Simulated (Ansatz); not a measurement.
Density of states of Cs₃Sb (P6/mmm, 4 atoms in the cell).

```
CELL_PARAMETERS angstrom
      6.87579     0.00000     0.00000
     -3.43790     5.95461     0.00000
      0.00000     0.00000     7.28166
ATOMIC_POSITIONS crystal
  Cs 0.00000 0.00000 0.50000
  Cs 0.33333 0.66667 0.00000
  Cs 0.66667 0.33333 0.00000
  Sb 0.00000 0.00000 0.00000
```

Computed with PBEsol, default PAW files made with PBE (plane waves; Ansatz, an electronic-structure program).

SCF settings: basis.ecutwfc = 420 eV; kpoints.mp_grid.grid = 3 3 3; hamiltonian.xc = pbesol; hamiltonian.pseudopotentials = {kind: paw} (the program's default PAW files); scf.occupations.method = fermi_dirac; scf.occupations.width = 0.136 eV. Keys of the DOS step: output.dos.nscf_kmesh.grid = 5 5 5; output.dos.method = {smearing: {sigma: 0.1}} eV.

The starting cell was generated: these elements placed on a structure prototype, without a prior relaxation; it need not be a known phase or ordering of this composition. Spin-orbit coupling is off. A gap is left out here, as mesh or smearing make it unsure.

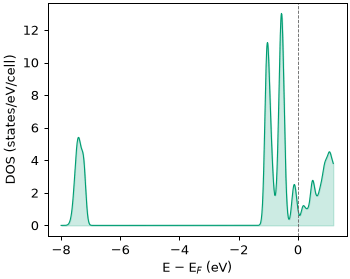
Figure. Total density of states, both spins summed.

Total DOS (both spins), as means of the tabulated values in each energy bin; the zero is the program's Fermi level or highest filled level, and the curve is cut to this window:

```
E (eV) | states/eV/cell
    -7.75 | ### 0.72
    -7.25 | ############### 3.28
    -6.75 |  0.00
    -6.25 |  0.00
    -5.75 |  0.00
    -5.25 |  0.00
    -4.75 |  0.00
    -4.25 |  0.00
    -3.75 |  0.00
    -3.25 |  0.00
    -2.75 |  0.00
    -2.25 |  0.00
    -1.75 |  0.00
    -1.25 | ############# 2.94
    -0.75 | ############################## 6.77
    -0.25 | ########### 2.48
     0.25 | ###### 1.27
     0.75 | ############ 2.80
```

Keys are those of Ansatz 0.2.
